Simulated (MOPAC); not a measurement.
Scan of H₃ (anion, charge -1), singlet: collinear H-H-H surface. Scanned: first H-H distance and second H-H distance.

Cartesian coordinates as functions of the variables (Å; names that start with a are angles):
```
H  0  0  -r1
H  0  0  0
H  0  0  r2
```

Calculation: PM3, restricted, heats of formation (MOPAC).

Energy in mEh above the lowest grid point; x is the first H-H distance (Å), y the second H-H distance (Å).

| y \ x | 0.63 | 0.69 | 0.75 | 0.81 | 0.86 | 0.95 | 1.01 | 1.11 | 1.23 | 1.41 | 1.50 | 1.89 | 2.15 |
|---|---|---|---|---|---|---|---|---|---|---|---|---|---|
| 2.15 | 38.9 | 34.1 | 34.1 | 38.0 | 43.6 | 57.2 | 67.9 | 87.0 | 109.3 | 138.2 | 150.8 | 199.9 | 224.5 |
| 1.83 | 33.9 | 27.9 | 26.8 | 29.5 | 33.9 | 45.7 | 55.1 | 72.0 | 91.8 | 117.1 | 128.1 | 171.3 | 193.0 |
| 1.50 | 30.2 | 22.2 | 19.1 | 19.8 | 22.6 | 31.3 | 38.8 | 52.6 | 68.8 | 89.3 | 98.0 | 133.1 | 150.8 |
| 1.41 | 30.1 | 21.6 | 17.9 | 17.9 | 20.2 | 27.9 | 34.7 | 47.4 | 62.4 | 81.3 | 89.3 | 121.8 | 138.2 |
| 1.25 | 29.1 | 19.4 | 14.5 | 13.3 | 14.6 | 20.3 | 25.9 | 36.5 | 49.1 | 64.8 | 71.4 | 98.9 | 112.8 |
| 1.13 | 27.3 | 16.4 | 10.4 | 8.2 | 8.6 | 12.9 | 17.4 | 26.3 | 37.0 | 50.0 | 55.4 | 78.9 | 90.8 |
| 1 | 27.3 | 14.3 | 6.5 | 2.8 | 2.1 | 4.6 | 8.1 | 15.2 | 23.6 | 33.5 | 37.5 | 56.4 | 66.1 |
| 0.92 | 30.4 | 15.8 | 6.6 | 1.6 | 0.0 | 1.2 | 3.9 | 9.8 | 16.9 | 24.9 | 28.0 | 43.9 | 52.2 |
| 0.88 | 33.2 | 18.0 | 8.0 | 2.3 | 0.1 | 0.5 | 2.7 | 8.1 | 14.6 | 21.5 | 24.2 | 38.5 | 46.2 |
| 0.79 | 44.1 | 27.2 | 15.6 | 8.2 | 4.6 | 2.8 | 3.9 | 7.7 | 12.7 | 17.6 | 19.2 | 30.1 | 36.3 |
| 0.73 | 55.5 | 37.8 | 25.1 | 16.5 | 12.0 | 8.6 | 8.7 | 11.2 | 15.1 | 18.7 | 19.7 | 28.3 | 33.6 |
| 0.68 | 68.1 | 49.8 | 36.3 | 26.9 | 21.7 | 16.8 | 16.1 | 17.4 | 20.2 | 22.7 | 23.2 | 29.9 | 34.5 |
| 0.63 | 84.3 | 65.3 | 51.2 | 41.1 | 35.1 | 28.8 | 27.2 | 27.1 | 28.8 | 30.1 | 30.2 | 35.1 | 38.9 |

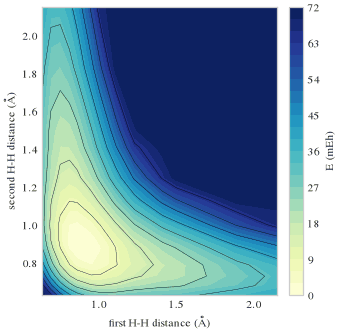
Figure: Energy surface, cut off at 71 mEh.

Points that lie below all their neighbours on the grid: x = 0.86, y = 0.92 (0.0 mEh).
